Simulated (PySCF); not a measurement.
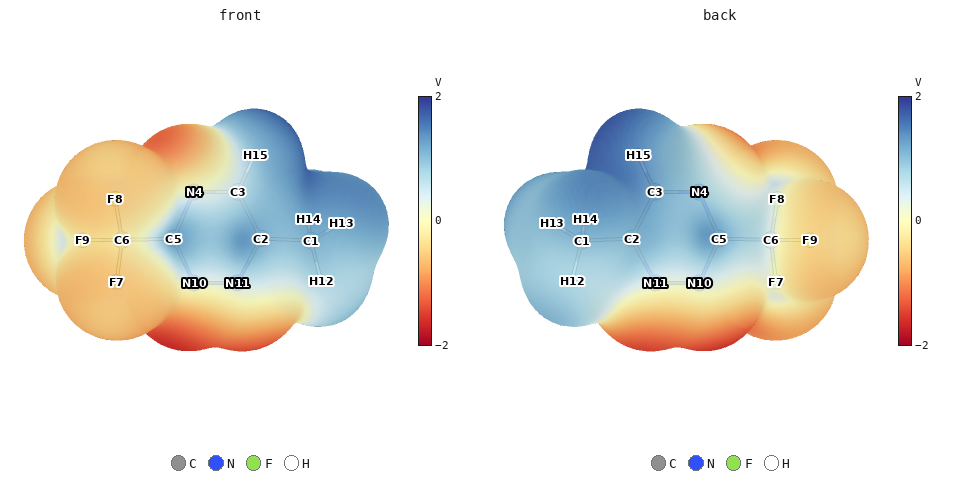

Figure. C5H4F3N3 (SMILES Cc1cnc(C(F)(F)F)nn1). The molecular electrostatic potential painted on the density surface at 0.002 e/bohr³, seen from the front and from behind; red is negative and blue positive.

Geometry: GFN2-xTB.

All numbers below come from PySCF 2.14.0, PBE0/pcSseg-1, SCF density, gas phase, non-relativistic.

```xyz
15

C    -2.7394    0.2686    0.2477
C    -1.2628    0.1620    0.1324
C    -0.6155   -0.9965   -0.3351
N     0.6951   -1.0417   -0.4177
C     1.3296    0.0631   -0.0312
C     2.8395    0.0496   -0.1374
F     3.4244    0.7878    0.8075
F     3.3362   -1.1862   -0.0368
F     3.2420    0.5357   -1.3221
N     0.7611    1.1669    0.4047
N    -0.5341    1.2126    0.4858
H    -3.0054    1.2502    0.6279
H    -3.1190   -0.4981    0.9212
H    -3.2027    0.1171   -0.7259
H    -1.1534   -1.8830   -0.6430
```

### Which sites attract a positive test charge, and which a negative one?

A positive charge is drawn to the negative regions and a negative charge to the positive ones. The most negative region (about −1.6 V) lies over N10, the most positive (about +1.8 V) over H15. N10 is the likeliest acceptor of a hydrogen bond.

### How polar is the molecule by this calculation?

Its dipole moment is 5.18 D.
